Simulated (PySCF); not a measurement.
Consider LiAs (charge +1, quartet).

```xyz
2

Li    0.0000    0.0000   -2.5575
As    0.0000    0.0000    0.2395
```

These are results of PBE0/pcseg-1, non-relativistic, at a bond length of 2.797 Å (PySCF), not measurements.

Predict the electron density, electron localisation function and spin density between the atoms.

Answer. Li–As (2.80 Å): ρ at the midpoint is about 0.17 e/Å³; the ELF peaks at about 0.85 in the valence shell of As, 1.4 Å from its nucleus, and is about 0.85 at the midpoint.
The unpaired spin (3 electrons) lies mostly on As2 (about 2.8) and Li1 (about 0.2), in electrons by Hirshfeld's partition.

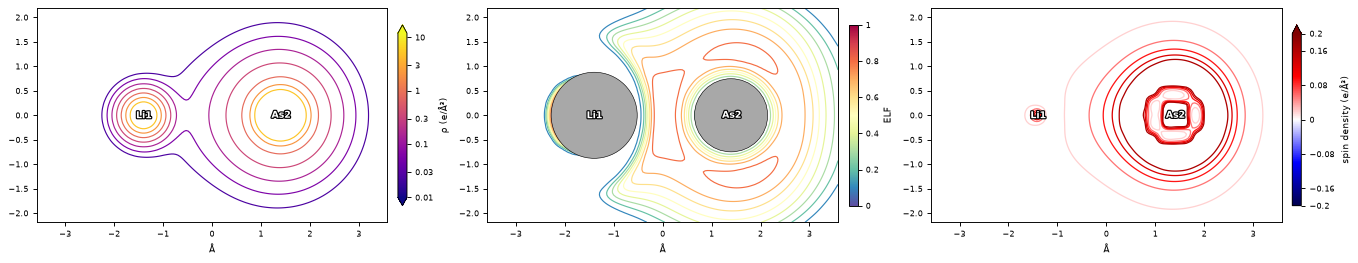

Computed electron density, electron localisation function and spin density on a plane that holds the molecular axis, in this order. Grey discs cover the atomic cores in the ELF map. 
